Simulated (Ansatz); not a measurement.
# Molecular dynamics of C2H10N2Ti (part 1 of 2)

System: C2H10N2Ti, SMILES [CH3][Ti]([CH3])([NH2])[NH2].
Method: RKS PBE-d4/def2-SVP (Ansatz 0.2.0).

The geometry comes from this level: PBE0-D4/def2-TZVP. Figures and captions count atoms from 1; the log counts them from 0 in places.

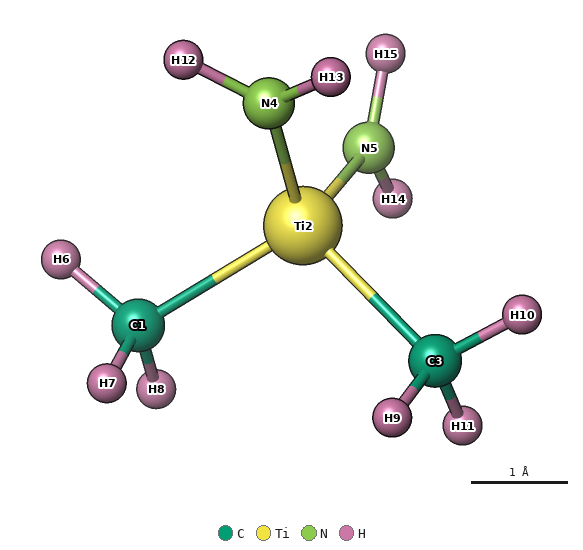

The structure as given in the input (ball-and-stick view, seen at a tilt; atoms are numbered from 1 in the order of the input). Sticks mark near contacts. Bond lengths as drawn: C–H 1.10 Å, C–Ti 2.08 Å, H–N 1.01 Å and N–Ti 1.88 Å.

Summary

```csv
quantity,value
outcome,finished
mean temperature over the second half,257 K
trajectory,"20 steps, 20 fs"
ensemble,nvt_nose_hoover
temperature in the input,500 K
time step,1 fs
potential energy (last step),−28313.9634 eV
mean-field energy (last step),−28313.6609 eV
dispersion energy (last step),−0.3025 eV
SCF solution under orbital rotations (last step),stable
largest force (length of the vector) (last step),3.424 eV/Å
dipole moment (last step),2.23 D
hardware,"4 threads of Arm Neoverse V2, 23 GiB of memory available, shared host"
wall time,36 s (CPU time 2.2 min)
peak memory,0.72 GiB
```

So short a trajectory is not equilibrated. The temperature stays far from the 500 K of the thermostat over the second half: the run isn't equilibrated.

Input
```yaml
crystal:
  periodic: [false, false, false]
  atoms:
    - {symbol: C, position_ang: [-1.849095, 0.147381, 0.567967]}
    - {symbol: Ti, position_ang: [0.118545, 0.194260, -0.093480]}
    - {symbol: C, position_ang: [0.965647, -1.631278, 0.417382]}
    - {symbol: N, position_ang: [1.064247, 1.628133, 0.673948]}
    - {symbol: N, position_ang: [0.097204, 0.318909, -1.971309]}
    - {symbol: H, position_ang: [-2.341653, 1.112200, 0.406333]}
    - {symbol: H, position_ang: [-1.860710, -0.079752, 1.640499]}
    - {symbol: H, position_ang: [-2.423753, -0.621874, 0.041317]}
    - {symbol: H, position_ang: [0.843266, -1.792231, 1.494940]}
    - {symbol: H, position_ang: [2.034111, -1.650163, 0.177212]}
    - {symbol: H, position_ang: [0.480675, -2.455269, -0.116659]}
    - {symbol: H, position_ang: [0.650079, 2.496347, 0.986443]}
    - {symbol: H, position_ang: [2.048069, 1.615905, 0.908260]}
    - {symbol: H, position_ang: [-0.365395, -0.366198, -2.555083]}
    - {symbol: H, position_ang: [0.516666, 1.032831, -2.548566]}
basis:
  gaussian: {orbitals: def2-SVP}
hamiltonian: {xc: {name: PBE}, dispersion: d4}
md: {timestep: 1 fs, n_steps: 20, ensemble: nvt_nose_hoover, temperature: 500, initial_velocities: maxwell_boltzmann, seed: 697}
```

Launched with:
```bash
ansatz run in.yaml --threads 4 --pin off --events-out ev --progress --plain --max-ram 11315MiB
```

Output
```
Functional definition: PBE
  name "PBE"
  cite "Perdew, Burke & Ernzerhof, Phys. Rev. Lett. 77, 3865 (1996) doi:10.1103/PhysRevLett.77.3865"
  parent pbe
  parameter kappa = 0.804
  parameter beta = 0.06672455060314922
  exchange = pbe_x(kappa = kappa, mu = beta*pi^2/3)
  correlation = pbe_c(beta = beta)
1620 factors; their error is unknown
mean field evaluation 1: about -28282.6074 eV, gradient 1.2e2 eV
mean field evaluation 2: about -27880.0187 eV, gradient 4.0e2 eV
mean field evaluation 4: about -28188.8326 eV, gradient 2.6e2 eV
mean field evaluation 8: about -28314.1949 eV, gradient 2.1e-1 eV
mean field -28314.19498592 eV, -1040.5274736818 hartree, gradient 2.2e-5 eV, S^2 0.000000; 0 other end points of the search recorded, 0 dependent functions left out
the calculation of the forces begins
reference -28314.19503939 eV, -1040.5274756469 hartree; 29, 29 occupied and 108, 108 virtual orbitals, 1620 factors
md step     0: t =     0.00 fs  T =   500.0 K  F+E_penalty+E_count = -28314.50531492 eV  E_kin = 0.840190 eV  conserved = -28313.66512493 eV  (48 SCF iters)
these checks for a lower state are left out or cut short: starts, cluster_reference, orbital_swaps, neighbouring_geometries, increment
1620 factors; their error is unknown
mean field evaluation 16: about -28314.0376 eV, gradient 9.4e-5 eV
mean field -28314.03760061 eV, -1040.5216898783 hartree, gradient 2.0e-5 eV, S^2 0.000000; 0 other end points of the search recorded, 0 dependent functions left out
[... from here on the field's lines of each further geometry are left out, up to the last ...]
md step     1: t =     1.00 fs  T =   416.6 K  F+E_penalty+E_count = -28314.34787604 eV  E_kin = 0.700105 eV  conserved = -28313.64777398 eV  (34 SCF iters, 3 dispersion substeps)
md step     2: t =     2.00 fs  T =   345.0 K  F+E_penalty+E_count = -28314.21708278 eV  E_kin = 0.579712 eV  conserved = -28313.63739664 eV  (34 SCF iters, 3 dispersion substeps)
md step     3: t =     3.00 fs  T =   361.1 K  F+E_penalty+E_count = -28314.25688528 eV  E_kin = 0.606756 eV  conserved = -28313.65021145 eV  (33 SCF iters, 3 dispersion substeps)
md step     4: t =     4.00 fs  T =   382.0 K  F+E_penalty+E_count = -28314.29933718 eV  E_kin = 0.641840 eV  conserved = -28313.65767336 eV  (34 SCF iters, 3 dispersion substeps)
md step     5: t =     5.00 fs  T =   342.1 K  F+E_penalty+E_count = -28314.22589715 eV  E_kin = 0.574813 eV  conserved = -28313.65138175 eV  (34 SCF iters, 3 dispersion substeps)
md step     6: t =     6.00 fs  T =   280.1 K  F+E_penalty+E_count = -28314.11462301 eV  E_kin = 0.470643 eV  conserved = -28313.64441464 eV  (35 SCF iters, 3 dispersion substeps)
md step     7: t =     7.00 fs  T =   254.2 K  F+E_penalty+E_count = -28314.07001702 eV  E_kin = 0.427195 eV  conserved = -28313.64341417 eV  (35 SCF iters, 3 dispersion substeps)
md step     8: t =     8.00 fs  T =   278.3 K  F+E_penalty+E_count = -28314.11336602 eV  E_kin = 0.467609 eV  conserved = -28313.64654961 eV  (35 SCF iters, 3 dispersion substeps)
md step     9: t =     9.00 fs  T =   324.1 K  F+E_penalty+E_count = -28314.19607781 eV  E_kin = 0.544575 eV  conserved = -28313.65256637 eV  (34 SCF iters, 3 dispersion substeps)
md step    10: t =    10.00 fs  T =   343.3 K  F+E_penalty+E_count = -28314.23119553 eV  E_kin = 0.576939 eV  conserved = -28313.65566161 eV  (34 SCF iters, 3 dispersion substeps)
md step    11: t =    11.00 fs  T =   321.4 K  F+E_penalty+E_count = -28314.18790667 eV  E_kin = 0.540035 eV  conserved = -28313.64965143 eV  (34 SCF iters, 3 dispersion substeps)
md step    12: t =    12.00 fs  T =   298.9 K  F+E_penalty+E_count = -28314.14850286 eV  E_kin = 0.502313 eV  conserved = -28313.64835817 eV  (34 SCF iters, 3 dispersion substeps)
md step    13: t =    13.00 fs  T =   289.3 K  F+E_penalty+E_count = -28314.13529968 eV  E_kin = 0.486215 eV  conserved = -28313.65166088 eV  (35 SCF iters, 3 dispersion substeps)
md step    14: t =    14.00 fs  T =   268.6 K  F+E_penalty+E_count = -28314.09979563 eV  E_kin = 0.451270 eV  conserved = -28313.65152789 eV  (35 SCF iters, 3 dispersion substeps)
md step    15: t =    15.00 fs  T =   233.1 K  F+E_penalty+E_count = -28314.03649802 eV  E_kin = 0.391729 eV  conserved = -28313.64819504 eV  (35 SCF iters, 3 dispersion substeps)
md step    16: t =    16.00 fs  T =   208.0 K  F+E_penalty+E_count = -28313.99066292 eV  E_kin = 0.349467 eV  conserved = -28313.64503410 eV  (35 SCF iters, 3 dispersion substeps)
md step    17: t =    17.00 fs  T =   214.4 K  F+E_penalty+E_count = -28314.00320285 eV  E_kin = 0.360309 eV  conserved = -28313.64716948 eV  (35 SCF iters, 3 dispersion substeps)
md step    18: t =    18.00 fs  T =   232.7 K  F+E_penalty+E_count = -28314.03967117 eV  E_kin = 0.390955 eV  conserved = -28313.65349761 eV  (35 SCF iters, 3 dispersion substeps)
md step    19: t =    19.00 fs  T =   220.0 K  F+E_penalty+E_count = -28314.01713521 eV  E_kin = 0.369738 eV  conserved = -28313.65273250 eV  (34 SCF iters, 3 dispersion substeps)
the calculation of the forces begins
reference -28313.66090908 eV, -1040.5078467201 hartree; 29, 29 occupied and 108, 108 virtual orbitals, 1620 factors
1620 factors; their error is unknown
mean field evaluation 160: about -28227.1475 eV, gradient 2.3e2 eV
mean field -28313.66085057 eV, -1040.5078445698 hartree, gradient 2.5e-5 eV, S^2 0.000000; 1 other end points of the search recorded, 0 dependent functions left out
the calculation of the forces begins
reference -28313.66090908 eV, -1040.5078467201 hartree; 29, 29 occupied and 108, 108 virtual orbitals, 1620 factors
md step    20: t =    20.00 fs  T =   194.9 K  F+E_penalty+E_count = -28313.96331263 eV  E_kin = 0.327514 eV  conserved = -28313.64168228 eV  (31 SCF iters, 3 dispersion substeps)
```

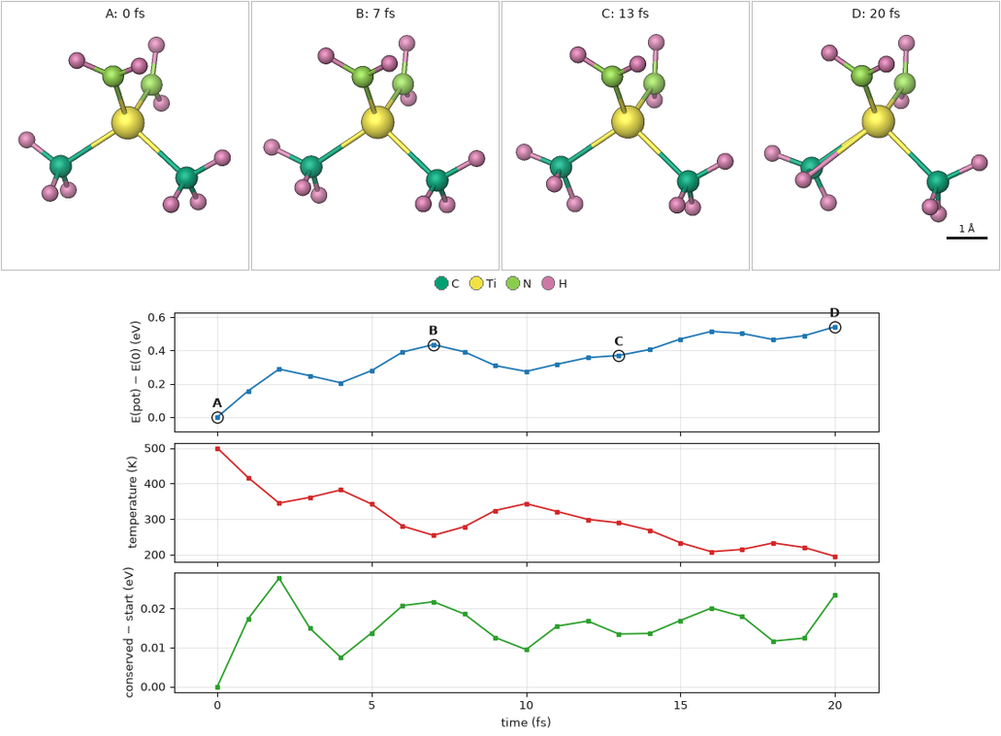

Frames of the molecular dynamics (ball-and-stick, seen at a tilt) above the curves, on which the letters mark them. The trajectory kept here has 21 frames over 20 fs. The temperature starts at 500 K, ranges from 195 to 500 K and averages 257 K over the second half. The potential energy ends 0.542 eV above its first value. The conserved quantity stays within 0.028 eV. After an unweighted best fit of the last frame on the first, the root-mean-square displacement is 0.28 Å, and H8 has moved furthest (0.52 Å).

```
Total energy: -28313.96337114 eV, -1040.5189619957 hartree
Atom 0 at    -1.868875     0.107149     0.568186 Å, force     0.820080     2.905684     0.141267 eV/Å
Atom 1 at     0.133710     0.228398    -0.093926 Å, force    -0.214463    -0.809828    -0.786687 eV/Å
Atom 2 at     0.914658    -1.731322     0.430498 Å, force    -0.203352    -0.556879    -0.387046 eV/Å
Atom 3 at     1.045878     1.668508     0.725094 Å, force    -1.639528    -1.589462    -0.946280 eV/Å
Atom 4 at     0.141975     0.305166    -2.048353 Å, force     1.391270     0.760580     3.034663 eV/Å
Atom 5 at    -2.697685     0.866311     0.403077 Å, force     0.586394    -0.830443    -0.142743 eV/Å
Atom 6 at    -1.576985     0.193498     1.627248 Å, force     0.122994     0.232187     0.660243 eV/Å
Atom 7 at    -2.107872    -0.907677     0.481796 Å, force    -1.037690    -2.272774    -0.648797 eV/Å
Atom 8 at     1.021311    -1.939015     1.530473 Å, force     0.103332     0.395020    -0.247922 eV/Å
Atom 9 at     1.933255    -1.901832    -0.073423 Å, force    -1.026632     0.035647     0.402173 eV/Å
Atom 10 at     0.161277    -2.550623     0.101200 Å, force     0.913901     0.942779    -0.026163 eV/Å
Atom 11 at     0.627733     2.573328     0.709519 Å, force    -0.505268     1.312324     0.113527 eV/Å
Atom 12 at     2.000738     1.706713     0.952557 Å, force     2.028971     0.133572     0.568663 eV/Å
Atom 13 at    -0.572411    -0.163105    -2.536701 Å, force    -1.360941    -0.861443    -1.239024 eV/Å
Atom 14 at     0.548238     1.094510    -2.538895 Å, force     0.020932     0.203036    -0.495873 eV/Å
Dipole moment:     0.104803     0.434254    -0.125692 e Å
```

Trajectory as extended XYZ (Å, eV, eV/Å), 21 frames, from step=0 to step=20
```
15
Properties=species:S:1:pos:R:3:forces:R:3 step=0 time_fs=0.0 energy=-28314.50531 temperature=500.0
C    -1.8491    0.1474    0.5680    0.3180   0.0230  -0.1672
Ti    0.1185    0.1943   -0.0935    0.0806   0.1296   0.0362
C     0.9656   -1.6313    0.4174   -0.1257   0.3053  -0.1429
N     1.0642    1.6281    0.6739   -0.3812  -0.5728  -0.3973
N     0.0972    0.3189   -1.9713    0.0508   0.0163   0.7738
H    -2.3417    1.1122    0.4063   -0.2412   0.4872  -0.0842
H    -1.8607   -0.0798    1.6405    0.0294  -0.1121   0.5294
H    -2.4238   -0.6219    0.0413   -0.2747  -0.3873  -0.2690
H     0.8433   -1.7922    1.4949   -0.0753  -0.0488   0.5358
H     2.0341   -1.6502    0.1772    0.5357  -0.0035  -0.1236
H     0.4807   -2.4553   -0.1167   -0.2502  -0.4001  -0.2716
H     0.6501    2.4963    0.9864   -0.2927   0.5768   0.2010
H     2.0481    1.6159    0.9083    0.6613  -0.0235   0.1488
H    -0.3654   -0.3662   -2.5551   -0.3122  -0.4650  -0.3587
H     0.5167    1.0328   -2.5486    0.2776   0.4748  -0.4107
15
Properties=species:S:1:pos:R:3:forces:R:3 step=1 time_fs=1.0 energy=-28314.34788 temperature=416.6
C    -1.8479    0.1490    0.5677   -0.0208  -1.5008  -0.1311
Ti    0.1198    0.1973   -0.0916    0.0516  -0.0286  -0.1764
C     0.9631   -1.6421    0.4191   -0.2915   1.1622   0.3535
N     1.0635    1.6290    0.6772   -1.3281  -1.2355  -0.9059
N     0.0988    0.3161   -1.9785    0.6055   0.8049   1.3035
H    -2.3743    1.0719    0.4041   -0.5505   1.1702  -0.1678
H    -1.8302   -0.0627    1.6632   -0.0297  -0.0634  -0.0889
H    -2.4498   -0.6574    0.0360    0.4794   0.4178   0.4231
H     0.8618   -1.7864    1.4998   -0.1211  -0.1062   0.5426
H     2.0090   -1.6660    0.1641    1.2040   0.0350  -0.2700
H     0.4848   -2.4377   -0.1113   -0.7542  -1.1158  -0.6524
H     0.6619    2.4901    0.9665   -0.7437   1.3436   0.4235
H     2.0200    1.6298    0.9048    2.0797  -0.1029   0.4514
H    -0.3643   -0.3254   -2.5740   -0.8944  -1.2838  -0.8902
H     0.5078    1.0293   -2.5688    0.3140   0.5033  -0.2149
15
Properties=species:S:1:pos:R:3:forces:R:3 step=2 time_fs=2.0 energy=-28314.21708 temperature=345.0
C    -1.8466    0.1494    0.5674   -0.3261  -2.2191   0.0073
Ti    0.1210    0.2003   -0.0898    0.0067  -0.1905  -0.3769
C     0.9604   -1.6521    0.4210   -0.2827   1.6155   0.7105
N     1.0619    1.6291    0.6798   -1.5880  -1.2668  -0.9474
N     0.1008    0.3138   -1.9847    0.8233   1.1257   1.1526
H    -2.4122    1.0428    0.4002   -0.6238   1.3526  -0.1637
H    -1.7999   -0.0462    1.6850   -0.1159  -0.0264  -0.6392
H    -2.4712   -0.6890    0.0347    0.9876   0.9252   0.8553
H     0.8793   -1.7816    1.5099   -0.1418  -0.1481   0.3573
H     1.9954   -1.6814    0.1483    1.4446   0.0618  -0.3259
H     0.4816   -2.4309   -0.1121   -1.0234  -1.4464  -0.7868
H     0.6666    2.4967    0.9506   -0.8407   1.4464   0.4134
H     2.0119    1.6427    0.9057    2.4662  -0.1320   0.5259
H    -0.3718   -0.2969   -2.6013   -1.0320  -1.4328  -0.8895
H     0.5020    1.0305   -2.5912    0.2458   0.3349   0.1072
15
Properties=species:S:1:pos:R:3:forces:R:3 step=3 time_fs=3.0 energy=-28314.25688 temperature=361.1
C    -1.8457    0.1480    0.5671   -0.7435  -2.0593   0.0812
Ti    0.1222    0.2033   -0.0881   -0.0530  -0.3537  -0.5663
C     0.9574   -1.6607    0.4236   -0.1117   1.4681   0.6430
N     1.0592    1.6282    0.6817   -0.8550  -0.5379  -0.4663
N     0.1033    0.3123   -1.9902    0.5478   0.8633   0.3122
H    -2.4560    1.0267    0.3948   -0.3313   0.9764  -0.0532
H    -1.7708   -0.0300    1.7007   -0.2097  -0.0164  -0.9921
H    -2.4832   -0.7116    0.0417    1.2448   1.1334   1.0469
H     0.8953   -1.7781    1.5234   -0.1481  -0.1852   0.0627
H     1.9956   -1.6963    0.1295    1.1245   0.0796  -0.2365
H     0.4687   -2.4379   -0.1205   -0.9010  -1.1880  -0.5264
H     0.6633    2.5171    0.9386   -0.5447   0.7906   0.1942
H     2.0274    1.6544    0.9116    1.4759  -0.1435   0.2944
H    -0.3891   -0.2821   -2.6372   -0.6298  -0.9102  -0.2367
H     0.4985    1.0350   -2.6125    0.1348   0.0828   0.4429
15
Properties=species:S:1:pos:R:3:forces:R:3 step=4 time_fs=4.0 energy=-28314.29934 temperature=382.0
C    -1.8453    0.1449    0.5668   -1.1977  -1.3536   0.0576
Ti    0.1235    0.2062   -0.0865   -0.1218  -0.5109  -0.7470
C     0.9543   -1.6682    0.4267    0.1333   0.9095   0.1984
N     1.0559    1.6270    0.6833    0.2597   0.5206   0.1768
N     0.1063    0.3114   -1.9954    0.0406   0.3812  -0.6807
H    -2.5031    1.0199    0.3888    0.2032   0.3322   0.1103
H    -1.7436   -0.0140    1.7069   -0.2896  -0.0318  -1.1063
H    -2.4833   -0.7235    0.0586    1.2819   1.0824   1.0427
H     0.9099   -1.7765    1.5375   -0.1498  -0.2217  -0.2383
H     2.0066   -1.7105    0.1083    0.4341   0.0931  -0.0317
H     0.4472   -2.4562   -0.1340   -0.4824  -0.5262   0.0069
H     0.6547    2.5451    0.9285   -0.0910  -0.1730  -0.0686
H     2.0570    1.6646    0.9204   -0.0506  -0.1674  -0.0524
H    -0.4125   -0.2761   -2.6754   -0.0128  -0.2024   0.6419
H     0.4963    1.0402   -2.6295    0.0429  -0.1322   0.6904
15
Properties=species:S:1:pos:R:3:forces:R:3 step=5 time_fs=5.0 energy=-28314.22590 temperature=342.1
C    -1.8459    0.1408    0.5666   -1.4713  -0.4343  -0.0104
Ti    0.1246    0.2090   -0.0850   -0.1922  -0.6516  -0.9202
C     0.9513   -1.6749    0.4299    0.3595   0.3013  -0.3603
N     1.0527    1.6261    0.6851    1.1271   1.4064   0.6532
N     0.1092    0.3108   -2.0012   -0.4148  -0.0276  -1.3302
H    -2.5482    1.0163    0.3840    0.7458  -0.2506   0.2550
H    -1.7193    0.0018    1.7025   -0.3362  -0.0629  -0.9811
H    -2.4711   -0.7250    0.0856    1.1016   0.7678   0.8593
H     0.9232   -1.7770    1.5494   -0.1514  -0.2551  -0.4668
H     2.0218   -1.7237    0.0869   -0.3008   0.1038   0.2032
H     0.4210   -2.4796   -0.1473    0.0015   0.1793   0.5542
H     0.6453    2.5715    0.9177    0.2828  -0.9645  -0.2471
H     2.0861    1.6733    0.9286   -1.2549  -0.1966  -0.3206
H    -0.4360   -0.2720   -2.7075    0.4926   0.3135   1.3192
H     0.4945    1.0442   -2.6400    0.0106  -0.2290   0.7926
```
